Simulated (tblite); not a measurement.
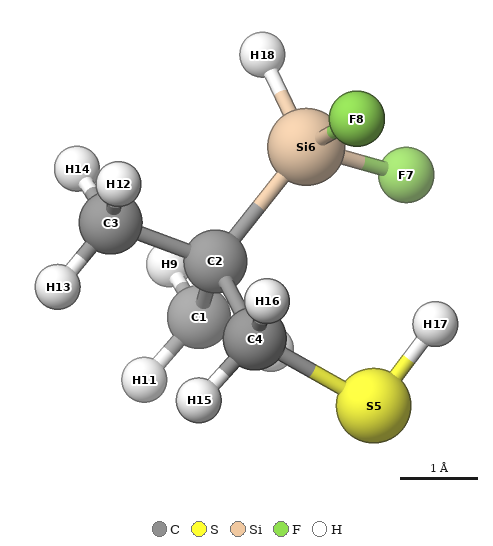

**Figure 1.** The input geometry (ball-and-stick view, seen at a tilt; atoms are numbered from 1 in the order of the input). Bond lengths as drawn: C–C 1.53 to 1.54 Å, C–H 1.09 Å, C–S 1.83 Å, C–Si 1.91 Å, F–Si 1.60 Å, H–S 1.33 Å and H–Si 1.44 Å.

**Run report: C$_{4}$H$_{10}$F$_{2}$SSi, frequency calculation**

System: C$_{4}$H$_{10}$F$_{2}$SSi.
Method: GFN2-xTB harmonic vibrations, gas phase (tblite 0.8.0).

It belongs to a series of runs on one base structure; here: H on Si replaced by F.

### What the program printed
```
mode    cm-1     km/mol
  1      30.1      1.11
  2      76.0      0.80
  3     120.8      1.36
  4     146.7      7.24
  5     189.5     22.92
  6     208.9      3.98
  7     229.1     30.37
  8     250.7      2.23
  9     258.6     10.28
 10     276.2      5.53
 11     308.8     26.64
 12     344.9      2.78
 13     374.2     15.73
 14     447.4     27.66
 15     588.9     10.12
 16     615.7     64.85
 17     671.7    170.05
 18     741.4      4.09
 19     784.4     10.79
 20     831.1    175.25
 21     866.5    237.92
 22     894.4     47.98
 23     949.7      2.65
 24     970.3      0.95
 25     984.0     13.43
 26    1026.9      0.88
 27    1115.1      1.92
 28    1163.9      1.65
 29    1203.5      0.98
 30    1249.6      2.64
 31    1271.4     11.78
 32    1412.2      6.21
 33    1426.6      6.42
 34    1451.6      0.13
 35    1492.9      1.79
 36    1498.0      2.33
 37    1505.8      6.20
 38    1508.8      6.29
 39    2442.3    204.43
 40    2451.1    147.50
 41    2974.6     14.69
 42    2981.5     12.71
 43    3012.7      0.20
 44    3016.7     66.65
 45    3025.2     20.40
 46    3031.3     22.27
 47    3035.2     50.61
 48    3042.9     16.76
```

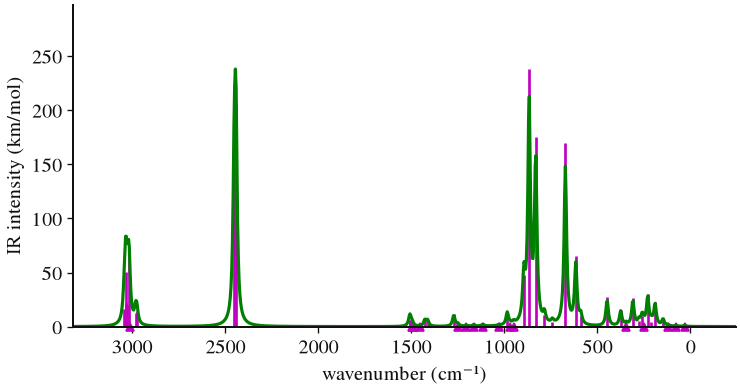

**Figure 2.** Harmonic infrared spectrum, unscaled: sticks (degenerate modes added up, dark ones marked on the axis) with a Lorentzian envelope of 16 cm⁻¹ full width, scaled to the tallest stick. 48 modes from 30 to 3043 cm⁻¹, none imaginary. The strongest line is at 866 cm⁻¹ (238 km/mol).

The run was set up as follows.

### Input file
```
{"job": {"kind": "ir", "xc": "GFN2-xTB", "basis": "xTB"}, "charge": 0, "multiplicity": 1}
C     -0.624582    -0.321130    -1.462544
C     -0.253074     0.017592    -0.014989
C     -1.527916     0.439563     0.732885
C      0.268202    -1.244942     0.687741
S      1.704717    -2.047936    -0.106203
Si     1.010712     1.451916     0.039168
F      2.206537     1.259340    -1.006512
F      1.806304     1.405245     1.430510
H     -1.022833     0.552365    -1.973715
H      0.245589    -0.673099    -2.011363
H     -1.380205    -1.105382    -1.482094
H     -1.313084     0.667791     1.774971
H     -2.263006    -0.363390     0.703716
H     -1.969945     1.320119     0.272494
H     -0.503057    -2.017505     0.678732
H      0.538295    -1.033861     1.722823
H      2.583763    -1.081613     0.146277
H      0.484825     2.781247    -0.143552
```

The first line tells a small driver script what to run in tblite; the rest is the geometry in Å.

Run as:
```bash
OMP_NUM_THREADS=1 python <driver script> task.json out
```

### Summary

- outcome: converged
- total energy: −768.2020 eV
- zero-point energy: 83.6300 kcal/mol
- hardware: 1 CPU thread, shared host
- wall time: 1.2 s
- peak memory: 0.18 GiB
